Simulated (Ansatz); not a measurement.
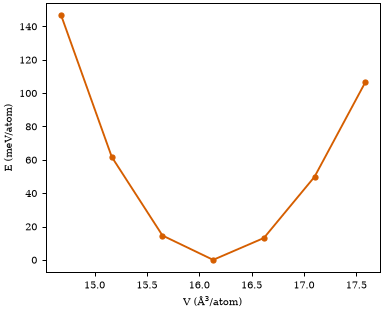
*W (bcc (W type), Im-3m) under volume change, PBE (plane waves, PAW; program Ansatz), scaled uniformly.*

**Question.** What does a third-order Birch–Murnaghan fit give for V₀, B₀ and B′?

**Answer.** V₀ = 16.13 Å³/atom, B₀ = 304 GPa, B′ = 4.3.

The PBE relaxation kept the symmetry of its start. No spin polarisation was allowed. Spin–orbit coupling is left out wherever it is not named.

Potentials: the later of the program's two PAW sets.
